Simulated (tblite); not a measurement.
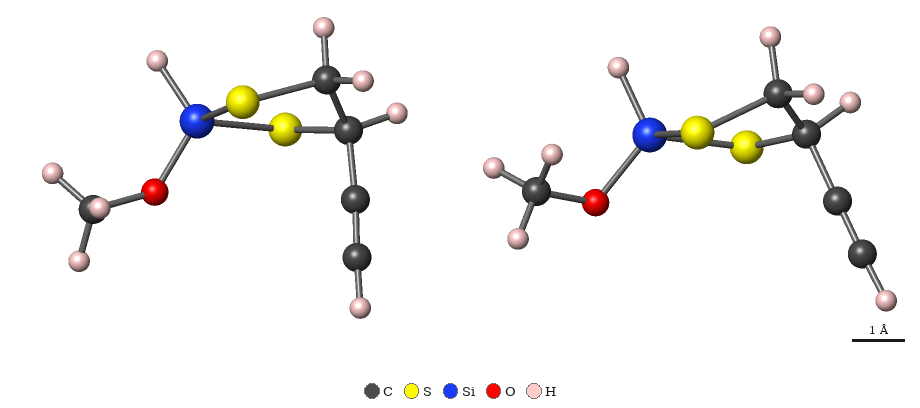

Two geometries of C₅H₈OS₂Si, drawn at one scale. One is the start of a relaxation, the other its converged end. The picture is a ball-and-stick view, seen at a tilt.

Computed with GFN2-xTB geometry optimisation, gas phase (tblite 0.8.0). 

Question: Which of the two is the end point?

Answer: The left one is the relaxed one. Over 116 geometry steps the energy falls by 75.4 kJ/mol. An H atom moves most after the best rigid fit: 1.29 Å. Largest moves by element: H 1.29 Å, C 0.88 Å, S 0.60 Å, O 0.48 Å, Si 0.32 Å. Some distances before and after: O–Si 1.694 → 1.605 Å, C–S 1.781 → 1.852 Å, C–C 1.458 → 1.521 Å, C–C 1.494 → 1.442 Å. Among the angles between lasting bonds that change: Si–O–C 108.7° → 128.2°, S–Si–S 93.6° → 101.8°, C–S–Si 101.4° → 95.4°. Groups turn about C–O by about 40°. Cost: 1.1 s on 1 thread of Arm Neoverse V2, with other jobs on the host.
